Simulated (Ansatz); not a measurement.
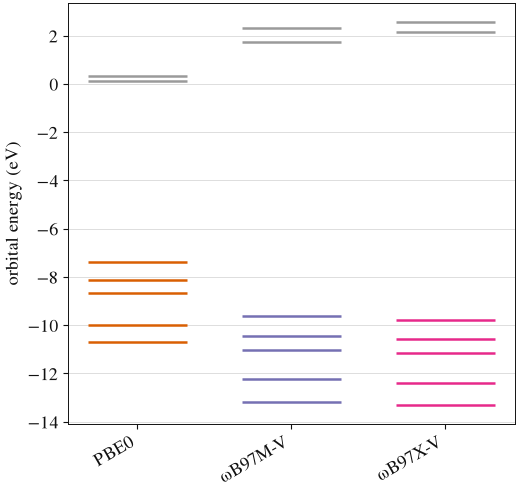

Frontier orbital energies of CH₄O₂SSi, SMILES O[Si@]1(S)CO1 at one geometry, def2-TZVPP, the Ansatz code 0.2.0, at a PBE0-D4/def2-TZVP geometry (no frequency check). Empty levels are grey, levels within 0.1 eV stand side by side; all columns show the same few orbitals around the gap.

Compare the HOMO-LUMO separations.

Answer. The separation grows from 7.53 eV (PBE0) to 11.91 eV (ωB97X-V).

```tsv
level	HOMO (eV)	LUMO (eV)	separation (eV)
PBE0	−7.40	0.13	7.53
ωB97M-V	−9.63	1.75	11.37
ωB97X-V	−9.77	2.14	11.91
```

Caveats, for all or some of the runs: empty levels above zero depend strongly on the basis.
